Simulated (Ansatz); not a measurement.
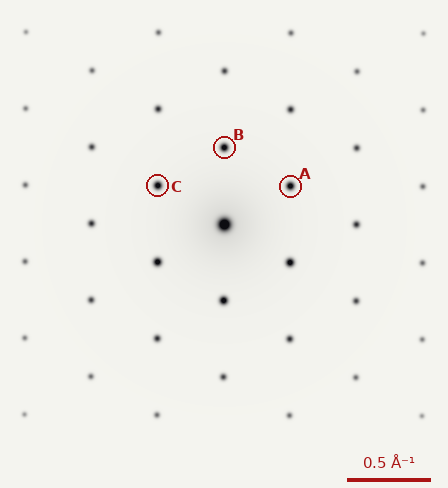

Simulated selected-area electron diffraction pattern (200 kV, kinematic approximation, thin crystal, B = 0.8 Å² for all atoms). The zone axis points towards the electron source and the pattern is seen from the source side.

ReBi, space group F-43m (No. 216), a = 6.14 Å. Structure: the geometry relaxed with DFT PBEsol, scalar-relativistic, plane waves, PAW (Ansatz 0.2.0); the starting structure was generated, so it need not be a known form of this composition.

Spot A is indexed -2 0 2 and spot B 0 -2 2.

Index the other marked spot.

Answer. C = −A + B = 2 -2 0 (d = 2.169 Å).

Which zone axis is this?

Answer. The cross product of A and B is parallel to [111]; every spot obeys hu + kv + lw = 0.
